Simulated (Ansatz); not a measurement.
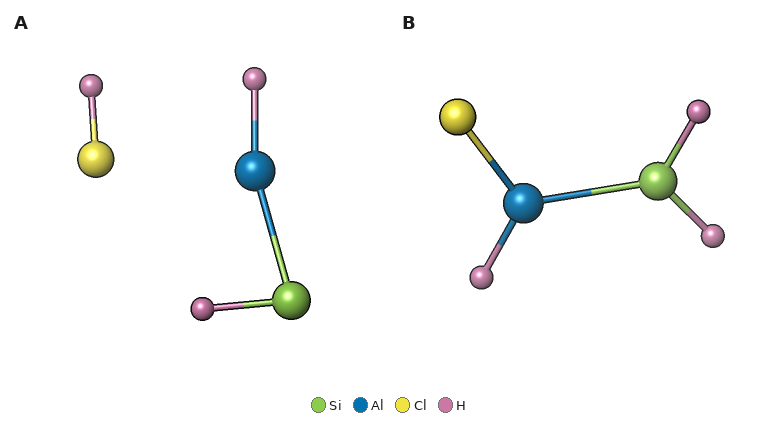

2 stationary structures of one formula. State: neutral, doublet. Geometries: PBE0-D4/def2-TZVP. Electronic energies: UHF-CCSD(T) (frozen core)/def2-TZVPP (Ansatz 0.2.0), without zero-point energy. No frequency run is at hand to confirm each as a minimum.

Question: Which structure is the most stable?

Answer: B is lowest (Cs); A lies 2.914 eV above it (Cs).

Give E(B) − E(A) in eV at these levels too: PBE-D4/def2-TZVPP; PBE0-D4/def2-TZVPP; r2SCAN-D4/def2-TZVPP; UHF-CCSD(T) (frozen core)/def2-TZVPP; PBE0-D4/def2-TZVP; B3LYP-D4/def2-TZVPP; ωB97M-V/def2-TZVPP.

```
                               level  E(B) − E(A) (eV)
                   PBE-D4/def2-TZVPP            −2.661
                  PBE0-D4/def2-TZVPP            −2.878
                r2SCAN-D4/def2-TZVPP            −2.987
UHF-CCSD(T) (frozen core)/def2-TZVPP            −2.914
                   PBE0-D4/def2-TZVP            −2.899
                 B3LYP-D4/def2-TZVPP            −2.885
                  ωB97M-V/def2-TZVPP            −2.873
```
